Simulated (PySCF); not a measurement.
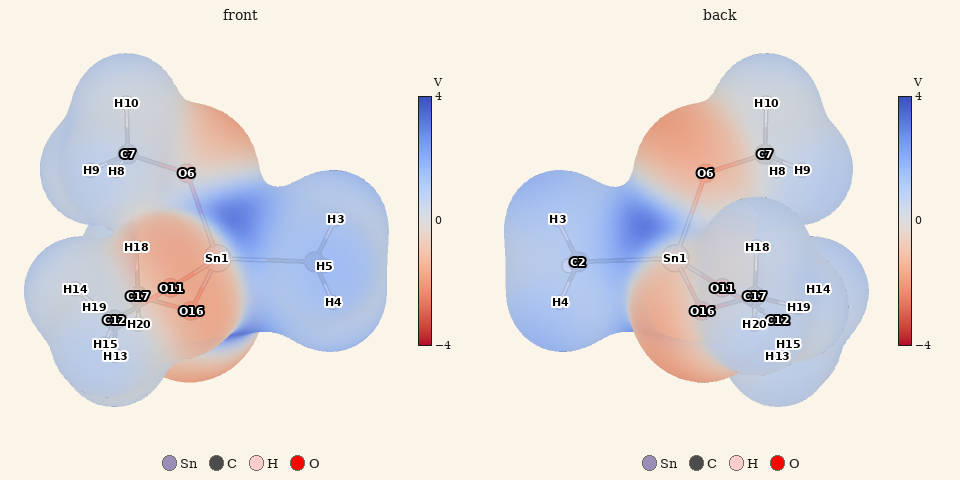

Figure 1: C$_{4}$H$_{12}$O$_{3}$Sn. The electrostatic potential painted on the density surface at 0.004 e/bohr³, seen from the front and from behind; red is negative and blue positive.

Geometry: PBE0-D3(BJ)/def2-SVP; core potentials replace the inner electrons of Sn.

Theory: CAM-B3LYP/def2-SVPD, SCF density, gas phase, scalar-relativistic core potentials on the heavy atoms in PySCF.

```yaml
atoms:
  - { symbol: Sn, position_ang: [0.0206, 0.0566, 0.9755] }
  - { symbol: C, position_ang: [0.0146, 0.1807, 3.0855] }
  - { symbol: H, position_ang: [1.0516, 0.2280, 3.4423] }
  - { symbol: H, position_ang: [-0.4829, -0.7110, 3.4887] }
  - { symbol: H, position_ang: [-0.5297, 1.0857, 3.3847] }
  - { symbol: O, position_ang: [1.7519, 0.6072, 0.1853] }
  - { symbol: C, position_ang: [1.8069, 1.2285, -1.0690] }
  - { symbol: H, position_ang: [1.0100, 1.9818, -1.2145] }
  - { symbol: H, position_ang: [1.7368, 0.5018, -1.9025] }
  - { symbol: H, position_ang: [2.7764, 1.7464, -1.1666] }
  - { symbol: O, position_ang: [-1.3526, 1.2233, 0.1517] }
  - { symbol: C, position_ang: [-2.0250, 0.8541, -1.0191] }
  - { symbol: H, position_ang: [-2.3383, -0.2069, -1.0241] }
  - { symbol: H, position_ang: [-1.4151, 1.0262, -1.9281] }
  - { symbol: H, position_ang: [-2.9363, 1.4692, -1.1153] }
  - { symbol: O, position_ang: [-0.3429, -1.7864, 0.3451] }
  - { symbol: C, position_ang: [0.1729, -2.2537, -0.8698] }
  - { symbol: H, position_ang: [1.2475, -2.0248, -1.0005] }
  - { symbol: H, position_ang: [-0.3649, -1.8417, -1.7466] }
  - { symbol: H, position_ang: [0.0608, -3.3509, -0.9034] }
```

**Where is the surface potential most negative and most positive?**

The most negative region (about −1.7 V) lies over O6, O11 and O16, the most positive (about +2.9 V) over Sn1.

**What dipole moment does the calculation give?**

Its dipole moment is 0.37 D.
